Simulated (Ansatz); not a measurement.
# A hypothetical structure for MoS

This structure for MoS is made up. Its elements were placed in a known structure type with a cell scaled to their sizes. What cell does the guess relax to, and how far off was it?

Calculated with Ansatz 0.2.0; DFT, PBE, plane-wave PAW, files of the set soft_1, scalar-relativistic, no spin, cell and ions relaxed at zero pressure; PAW set soft_1.

**1. Starting point**

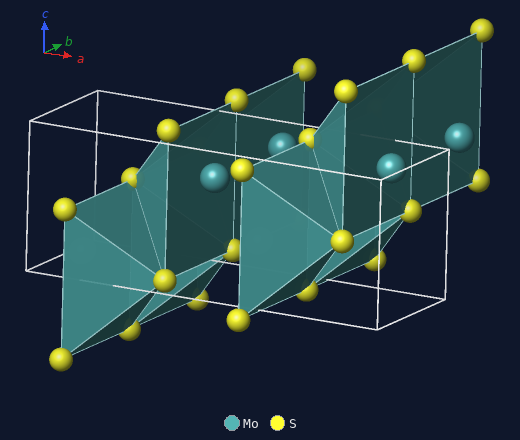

Start, viewed from a free direction; molybdenum teal, sulfur yellow. 1×2×1 cells are drawn. Some periodic images of atoms are drawn too.

Structure file:

```cif
data_structure
_symmetry_space_group_name_H-M 'Pnma'
_symmetry_Int_Tables_number 62
_cell_length_a 10.7060
_cell_length_b 3.7510
_cell_length_c 4.1450
_cell_angle_alpha 90.000
_cell_angle_beta 90.000
_cell_angle_gamma 90.000
_cell_volume 166.46
loop_
_atom_site_label
_atom_site_type_symbol
_atom_site_symmetry_multiplicity
_atom_site_Wyckoff_symbol
_atom_site_fract_x
_atom_site_fract_y
_atom_site_fract_z
_atom_site_occupancy
Mo1 Mo 4 c 0.88590 0.75000 0.88080 1
S1 S 4 c 0.15350 0.75000 0.52080 1
```

**2. Relaxing cell and atoms**

The guess takes its coordinates from another compound and its volume from a rule, so the cell and any free coordinates are relaxed together.

File input.yaml:

```yaml
crystal:
  lattice:
    - [10.706, 0.0, 0.0]
    - [0.0, 3.751, 0.0]
    - [0.0, 0.0, 4.145]
  atoms:
    - { symbol: Mo, position: [0.8859, 0.75, 0.8808] }
    - { symbol: Mo, position: [0.6141, 0.25, 0.3808] }
    - { symbol: Mo, position: [0.3859, 0.75, 0.6192] }
    - { symbol: Mo, position: [0.1141, 0.25, 0.1192] }
    - { symbol: S, position: [0.1535, 0.75, 0.5208] }
    - { symbol: S, position: [0.3465, 0.25, 0.0208] }
    - { symbol: S, position: [0.6535, 0.75, 0.9792] }
    - { symbol: S, position: [0.8465, 0.25, 0.4792] }
kpoints:
  mp_grid: { grid: [3, 7, 7] }
scf:
  occupations: { method: fermi_dirac, width: 0.05 }
hamiltonian:
  xc: pbe
  pseudopotentials: { kind: paw, azcp: { folder: soft_1 } }
relax:
  f_tol: 0.015
  max_steps: 70
  cell: {}
output:
  forces: true
  stress: true
```

Command:

```
ansatz run input.yaml --threads 4 --pin off --max-ram 10240MiB --backend cpu --events-out ev --progress --plain --runs-dir out
```

Numbers of over 12 decimals in the logs are rounded to 6 here.

Output:

```text
Engine: ansatz 0.2.0, aarch64-unknown-linux-gnu
Pseudopotentials: kind: paw
Pseudopotential: Mo, paw, valence charge 14, recommended cutoff 420 eV (normal), soft_1/Mo.paw.azcp
Pseudopotential: S, paw, valence charge 6, recommended cutoff 420 eV (normal), soft_1/S.paw.azcp
Functional definition: PBE
  parameter kappa = 0.804
  parameter beta = 0.066725
  exchange = pbe_x(kappa = kappa, mu = beta*pi^2/3)
  correlation = pbe_c(beta = beta)
Crystal: 8 atoms, lattice volume = 166.456 Å³
Basis set: ecut = 420 eV, 3239 PW (Γ), exchange–correlation on 144×54×60 points (8 copies of the dense FFT grid, shifted against one another)
Bands: 48, of which v1, the nominal top of the filled ones, is band 40 counted from 1 (39 counted from 0)
Symmetry: 8 space group operations
Space group: Pnma (ITA 62), of the structure as read, at distance tolerance 5.5e-5 Å
k-points: 32 of 147
Non-local potential: Mo, projectors of the file, l = 0: 3, l = 1: 2, l = 2: 2, l = 3: 1
Non-local potential: S, projectors of the file, l = 0: 2, l = 1: 2, l = 2: 1
PAW form: soft (Blöchl's): semilocal exchange-correlation on the pseudo side does not see the compensation charge
PAW one-centre angular grid: Mo, 590 points (default); XC on 64 Gauss nodes
PAW one-centre angular grid: S, 110 points (default); XC on 64 Gauss nodes
Initial density: superposition of atomic densities (chi_scale 0.1, normalization cell, long waves kept (reshape's long-wave potential 0.01 eV rms))
Initial wavefunctions: pseudopotential atomic-orbital guess
Functional: x = pbe(κ = 0.804, μ = 0.219515), c = pbe(β = 0.066725)
SCF iter   1: F=—  HF=-23429.394084 eV  |F-HF|=—  |Δ(HF+E_count)|=         —  Δρ=5.89e-2  dr2=8.08e0  ethr=3.10e-3  ⟨swp⟩=6.1  Hψ=5939  notcnv=0
preconditioner: auto → Kerker (q_TF=auto, 2.415 Å⁻¹)  [metal: Δε(μ)=0.012 eV  Ē_g=5.888 eV  σ=0.050 eV  W_gap=0.06  n_scr=44 (ndim 8)  ℏωp=19.9 eV  f_vac=0.000  D(μ)=12.37/eV (n_scr^D=136)]
SCF iter   2: F=—  HF=-23427.951597 eV  |F-HF|=—  |Δ(HF+E_count)|=    1.44e0  Δρ=2.87e-2  dr2=1.49e0  ethr=3.10e-3  ⟨swp⟩=3.2  Hψ=3191  notcnv=0
SCF iter   3: F=—  HF=-23427.683717 eV  |F-HF|=—  |Δ(HF+E_count)|=   2.68e-1  Δρ=7.07e-3  dr2=6.05e-2  ethr=1.87e-3  ⟨swp⟩=2.2  Hψ=2310  notcnv=0
SCF iter   4: F=—  HF=-23427.684449 eV  |F-HF|=—  |Δ(HF+E_count)|=   7.32e-4  Δρ=1.41e-3  dr2=4.54e-3  ethr=7.56e-5  ⟨swp⟩=2.1  Hψ=2699  notcnv=0
SCF iter   5: F=—  HF=-23427.684334 eV  |F-HF|=—  |Δ(HF+E_count)|=   1.15e-4  Δρ=5.06e-4  dr2=5.56e-4  ethr=5.67e-6  ⟨swp⟩=2.0  Hψ=2337  notcnv=0
SCF iter   6: F=—  HF=-23427.684303 eV  |F-HF|=—  |Δ(HF+E_count)|=   3.05e-5  Δρ=1.52e-4  dr2=6.74e-5  ethr=6.95e-7  ⟨swp⟩=2.3  Hψ=2214  notcnv=0
SCF iter   7: F=—  HF=-23427.684410 eV  |F-HF|=—  |Δ(HF+E_count)|=   1.06e-4  Δρ=3.91e-5  dr2=2.76e-6  ethr=8.42e-8  ⟨swp⟩=2.0  Hψ=2199  notcnv=0
SCF iter   8: F=—  HF=-23427.684410 eV  |F-HF|=—  |Δ(HF+E_count)|=   4.15e-7  Δρ=1.20e-5  dr2=2.87e-7  ethr=3.45e-9  ⟨swp⟩=2.0  Hψ=2305  notcnv=0
SCF iter   9: F=-23427.684410 eV  HF=-23427.684410 eV  |F-HF|=1.60e-8  |Δ(HF+E_count)|=   2.64e-8  Δρ=5.72e-6  dr2=4.38e-8  ethr=1.25e-10  ⟨swp⟩=5.0  Hψ=5406  notcnv=0
SCF 1 converged in 9 iterations: F = -23427.684410 eV  dr2 = 4.38e-8
  greatest PAW one-centre occupation: 0.999 electrons in one spin orbital (limit 2), on the Mo atom at site 3 (counted from 0), in its partial waves of l = 0
relax step   1: F+E_penalty+E_count = -23427.68441007 eV  Δ(F+E_penalty+E_count) = +0.000e0 eV  max|allowed force component| = 4.448e-1 eV/Å  Δτ_max = 0.0000 Å  P = -21.969 GPa  Ω = 166.456 Å³  (9 SCF iters, dr2 threshold 1.00e-7 eV, accepted)
[... from here on, the SCF cycles and remarks between the steps are left out ...]
relax step   2: F+E_penalty+E_count = -23430.21447046 eV  Δ(F+E_penalty+E_count) = -2.530e0 eV  max|allowed force component| = 7.257e-1 eV/Å  Δτ_max = 0.0308 Å  P = -16.167 GPa  Ω = 147.134 Å³  energy of the carried Pulay correction = +2.505e-3 eV  (6 SCF iters, dr2 threshold 8.00e-7 eV, accepted)
relax step   3: F+E_penalty+E_count = -23431.89526169 eV  Δ(F+E_penalty+E_count) = -1.681e0 eV  max|allowed force component| = 8.099e-1 eV/Å  Δτ_max = 0.0706 Å  P = -8.734 GPa  Ω = 132.777 Å³  energy of the carried Pulay correction = +4.576e-3 eV  (6 SCF iters, dr2 threshold 8.00e-7 eV, accepted)
relax step   4: F+E_penalty+E_count = -23432.87779371 eV  Δ(F+E_penalty+E_count) = -9.825e-1 eV  max|allowed force component| = 6.325e-1 eV/Å  Δτ_max = 0.1042 Å  P = -1.568 GPa  Ω = 123.032 Å³  energy of the carried Pulay correction = +6.100e-3 eV  (6 SCF iters, dr2 threshold 8.00e-7 eV, accepted)
relax step   5: F+E_penalty+E_count = -23433.30248085 eV  Δ(F+E_penalty+E_count) = -4.247e-1 eV  max|allowed force component| = 4.599e-1 eV/Å  Δτ_max = 0.1849 Å  P = +6.385 GPa  Ω = 115.715 Å³  energy of the carried Pulay correction = +7.313e-3 eV  (6 SCF iters, dr2 threshold 8.00e-7 eV, accepted)
relax step   6: F+E_penalty+E_count = -23433.46680382 eV  Δ(F+E_penalty+E_count) = -1.643e-1 eV  max|allowed force component| = 4.565e-1 eV/Å  Δτ_max = 0.2000 Å  P = -1.753 GPa  Ω = 119.866 Å³  energy of the carried Pulay correction = +6.617e-3 eV  (6 SCF iters, dr2 threshold 8.00e-7 eV, accepted)
relax step   7: F+E_penalty+E_count = -23433.50091723 eV  Δ(F+E_penalty+E_count) = -3.411e-2 eV  max|allowed force component| = 1.145e-1 eV/Å  Δτ_max = 0.0563 Å  P = +1.807 GPa  Ω = 118.726 Å³  energy of the carried Pulay correction = +6.807e-3 eV  (6 SCF iters, dr2 threshold 8.00e-7 eV, accepted)
relax step   8: F+E_penalty+E_count = -23433.51599971 eV  Δ(F+E_penalty+E_count) = -1.508e-2 eV  max|allowed force component| = 8.916e-2 eV/Å  Δτ_max = 0.0357 Å  P = -0.744 GPa  Ω = 119.931 Å³  energy of the carried Pulay correction = +6.607e-3 eV  (6 SCF iters, dr2 threshold 8.00e-7 eV, accepted)
relax step   9: F+E_penalty+E_count = -23433.51785456 eV  Δ(F+E_penalty+E_count) = -1.855e-3 eV  max|allowed force component| = 1.007e-1 eV/Å  Δτ_max = 0.0292 Å  P = +0.483 GPa  Ω = 119.259 Å³  energy of the carried Pulay correction = +6.718e-3 eV  (6 SCF iters, dr2 threshold 8.00e-7 eV, accepted)
relax step  10: F+E_penalty+E_count = -23433.52213922 eV  Δ(F+E_penalty+E_count) = -4.285e-3 eV  max|allowed force component| = 6.603e-3 eV/Å  Δτ_max = 0.0157 Å  P = +0.067 GPa  Ω = 119.516 Å³  energy of the carried Pulay correction = +6.675e-3 eV  (6 SCF iters, dr2 threshold 8.00e-7 eV, accepted)
relax step  11: F+E_penalty+E_count = -23433.52230164 eV  Δ(F+E_penalty+E_count) = -1.624e-4 eV  max|allowed force component| = 5.917e-3 eV/Å  Δτ_max = 0.0019 Å  P = +0.031 GPa  Ω = 119.559 Å³  energy of the carried Pulay correction = +6.668e-3 eV  (6 SCF iters, dr2 threshold 1.41e-7 eV, accepted)
relax step  12: F+E_penalty+E_count = -23433.52237472 eV  Δ(F+E_penalty+E_count) = -7.308e-5 eV  max|allowed force component| = 1.792e-3 eV/Å  Δτ_max = 0.0038 Å  P = -0.009 GPa  Ω = 119.641 Å³  energy of the carried Pulay correction = +6.655e-3 eV  (6 SCF iters, dr2 threshold 1.36e-8 eV, accepted)
relax step  13: F+E_penalty+E_count = -23433.51746433 eV  Δ(F+E_penalty+E_count) = +4.910e-3 eV  max|allowed force component| = 2.038e-3 eV/Å  Δτ_max = 0.0000 Å  P = -0.014 GPa  Ω = 119.641 Å³  stress off target by 2.34e-2 GPa  SCF on the basis re-selected at this cell (its energy is not comparable with the rows above)  (6 SCF iters)
basis re-selected at this cell: Δ(F+E_penalty+E_count) = +4.910e-3 eV, ΔP = -0.006 GPa vs the last step (what re-selecting the basis moved, of the pressure what is left beyond the Pulay correction that the steps carried, after the strain that the cell walked since its last selection, with what the two solves' SCF thresholds leave and, on support functions, any second-order correction that the steps lacked; it is no measure of the basis error at this ecutwfc). The dense FFT grid was sized anew with the basis: this SCF ran on 72×24×27 points, the steps before it on 72×27×30, so part of this shift can come from that change (see relax.cell in the input reference). [rest of the remark cut]
SCF converged after 6 iterations
Free energy (F): -23433.517464 eV
Harris-Foulkes:  -23433.517464 eV  (|F-HF|=3.64e-12)
Internal energy: -23433.450109 eV  (E = F + TS)
E sigma→0 (E₀):  -23433.483786 eV
Entropy (-TS):   -0.067356 eV (-8.419 meV/atom)
Fermi energy:    16.742130 eV
--- Per-component energies (eV) ---
  E_band       = -269.927868
  E_kinetic    = 2125.571944
  E_local      = -4221.716276  (includes V_loc(G=0)·N_el)
  E_nonlocal   = 737.884835
  E_hartree    = 1491.254644
  E_xc         = -1063.290298
  E_vxc        = -1214.052205  (∫ρ·V_xc dr)
  E_paw        = -15283.855616  (= ΣΔE_a)
  E_vpaw       = -680.125692  (= ΣTr[D̂ρ^β])
  E_aug_tail   = 0.000199  (compensation charges beyond the density's cutoff)
  E_ewald      = -7219.299540
  E_smearing   = -0.067356  (= −TS)
  E_closure    = 0.000000  (closes the sum)
  Σ components = -23433.517464   (vs F -23433.517464, Δ=0.00e0)
--- Forces (eV/Å), atoms counted from 1 ---
  atom   1  Mo    -0.00188299     0.00000000    -0.00029456
  atom   2  Mo     0.00188299     0.00000000    -0.00029456
  atom   3  Mo    -0.00188299     0.00000000     0.00029456
  atom   4  Mo     0.00188299     0.00000000     0.00029456
  atom   5  S      0.00203780     0.00000000     0.00140932
  atom   6  S     -0.00203780     0.00000000     0.00140932
  atom   7  S      0.00203780     0.00000000    -0.00140932
  atom   8  S     -0.00203780     0.00000000    -0.00140932
  max |Σ_I F_I| component: 4.34e-19 eV/Å
--- Stress (GPa, compression-positive) ---
       -0.021341       0.000000       0.000000
        0.000000      -0.023446       0.000000
        0.000000       0.000000       0.001532
  P = ⅓ Tr σ = -0.0144 GPa (-0.144 kbar)
--- Relaxed structure (12 steps of the walk, 12 accepted, 1 SCFs on fresh bases) ---
  F+E_penalty+E_count = -23433.51746433 eV   max|allowed force component| = 2.038e-3 eV/Å   (the final SCF, on the basis selected at the relaxed cell)
  cell:  # Å, volume = 119.6412 Å³
    - [9.624193, 0.0, 0.0]
    - [0.0, 3.086140, 0.0]
    - [0.0, 0.0, 4.028107]
  atoms:
    - { symbol: Mo, position: [0.892706, 0.75, 0.883191] }
    - { symbol: Mo, position: [0.607294, 0.25, 0.383191] }
    - { symbol: Mo, position: [0.392706, 0.75, 0.616809] }
    - { symbol: Mo, position: [0.107294, 0.25, 0.116809] }
    - { symbol: S, position: [0.130832, 0.75, 0.628332] }
    - { symbol: S, position: [0.369168, 0.25, 0.128332] }
    - { symbol: S, position: [0.630832, 0.75, 0.871668] }
    - { symbol: S, position: [0.869168, 0.25, 0.371668] }
```

It took 51 s on 4 threads of Arm Neoverse V1, shared host; peak memory 0.61 GiB.

Step by step:

```
step  energy less that of the first step (eV)  largest force component (eV/Å)  pressure (GPa)  volume (Å³)
   1                                   0.0000                          0.4448          -21.97       166.46
   2                                  -2.5301                          0.7257          -16.17       147.13
   3                                  -4.2109                          0.8099           -8.73       132.78
   4                                  -5.1934                          0.6325           -1.57       123.03
   5                                  -5.6181                          0.4599            6.39       115.71
   6                                  -5.7824                          0.4565           -1.75       119.87
   7                                  -5.8165                          0.1145            1.81       118.73
   8                                  -5.8316                          0.0892           -0.74       119.93
   9                                  -5.8334                          0.1007            0.48       119.26
  10                                  -5.8377                          0.0066            0.07       119.52
  11                                  -5.8379                          0.0059            0.03       119.56
  12                                  -5.8380                          0.0018           -0.01       119.64
 13*                                  -5.8331                          0.0020           -0.01       119.64
```

Relaxation steps marked * repeat the geometry before them on a plane-wave basis chosen anew for their cell, so energy and pressure can jump there.

The run keeps the 8 symmetry operations that it works with, so distortions that break them were not tested.

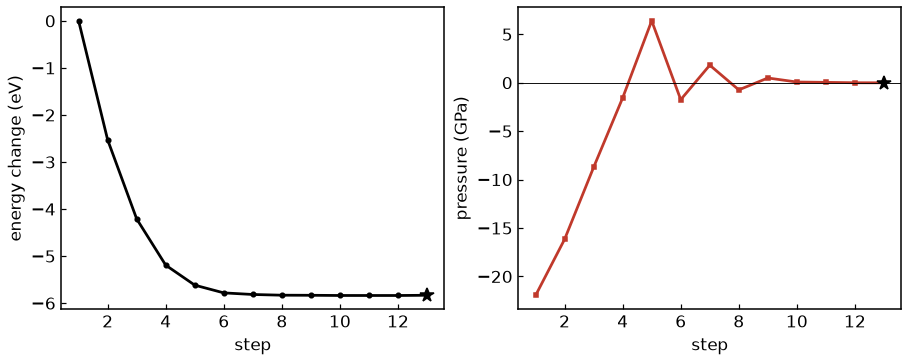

Energy and pressure along the relaxation. Stars mark steps on a basis chosen anew.

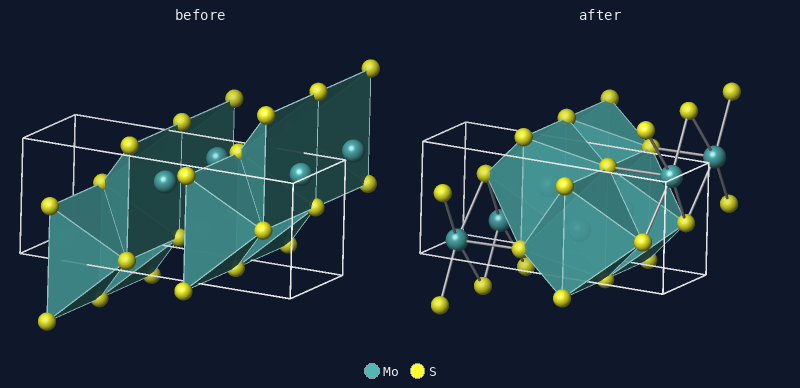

Before and after, at one scale.

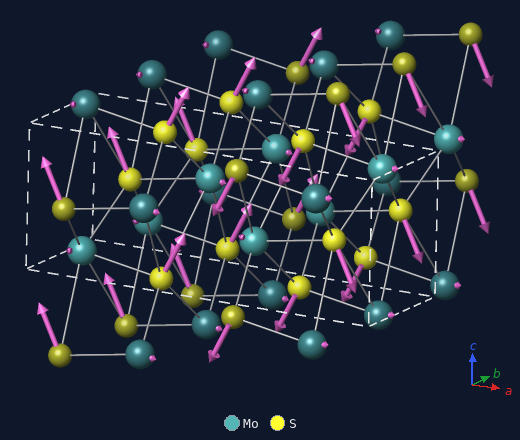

Displacements in the relaxation, exaggerated, measured against the changing cell; the longest in the cell stands for 0.48 Å. 1×2×1 cells are drawn. Some periodic images of atoms are drawn too.

```
     cell as run  before  after   change
           a (Å)  10.706  9.624  -10.1 %
           b (Å)   3.751  3.086  -17.7 %
           c (Å)   4.145  4.028   -2.8 %
volume (Å³/atom)   20.81  14.96  -28.1 %
```

The atoms that moved most (Å, as changes of fractional coordinates times the final cell):

```
atom      dx     dy      dz  length
  S7  -0.218  0.000  -0.433   0.485
  S5  -0.218  0.000   0.433   0.485
  S6   0.218  0.000   0.433   0.485
  S8   0.218  0.000  -0.433   0.485
 Mo3   0.066  0.000  -0.010   0.066
 Mo4  -0.066  0.000  -0.010   0.066
 Mo2  -0.066  0.000   0.010   0.066
 Mo1   0.066  0.000   0.010   0.066
```

The relaxed structure:

```cif
data_structure
_symmetry_space_group_name_H-M 'P 1'
_symmetry_Int_Tables_number 1
_cell_length_a 9.6242
_cell_length_b 3.0861
_cell_length_c 4.0281
_cell_angle_alpha 90.000
_cell_angle_beta 90.000
_cell_angle_gamma 90.000
_cell_volume 119.64
loop_
_atom_site_label
_atom_site_type_symbol
_atom_site_fract_x
_atom_site_fract_y
_atom_site_fract_z
_atom_site_occupancy
Mo1 Mo 0.89271 0.75000 0.88319 1
Mo2 Mo 0.60729 0.25000 0.38319 1
Mo3 Mo 0.39271 0.75000 0.61681 1
Mo4 Mo 0.10729 0.25000 0.11681 1
S5 S 0.13083 0.75000 0.62833 1
S6 S 0.36917 0.25000 0.12833 1
S7 S 0.63083 0.75000 0.87167 1
S8 S 0.86917 0.25000 0.37167 1
```

This step gave:

```yaml
free_energy: -23433.5175 eV
energy_at_zero_smearing: -23433.4838 eV
smearing_term_ts: 0.06736 eV
fermi_energy: 16.74 eV
electrons: 80
symmetry_operations: 8
pressure: -0.01442 GPa
```

The shortest distance of each pair, which need not be the same contact before and after:

```
 pair  guess (Å)  relaxed (Å)
 Mo–S      2.521        2.511
Mo–Mo      3.235        2.744
  S–S      3.476        3.086
```

The relaxation ends with a largest force component of 0.0020 eV/Å and a pressure of -0.01 GPa.

**3. What came out**

```yaml
space_group_relaxed: Pnma
conventional_cell: a = 9.624, b = 3.086, c = 4.028 Å; α = 90.0°, β = 90.0°, γ = 90.0°
volume_per_atom: 14.96 Å³ (guess 20.81)
```

MoS relaxes to Pnma with a = 9.624, b = 3.086 and c = 4.028 Å. The guessed volume was 39 % too large. The space group Pnma was held in the relaxation, so the end point is a stationary structure within it and may be a saddle against distortions or other arrangements. Mesh and cutoff weren't tested. A vector of the cell changed its length by 18 %, more than the volume shows. No dispersion term is used, so weakly bound directions may come out too long. The runs have no spin, and magnetism wasn't tested. Nothing here tests whether the compound is stable against decomposition.

[Logs are printed without paths, hosts, clocks, repeated set-up lines and the standing remarks that a program may print on its own settings, such as how far it seeks lower states.]

[Hosts, paths, dates, database ids (printed as entryN), source tags and the programs' standing remarks are cut or masked in the printed files.]
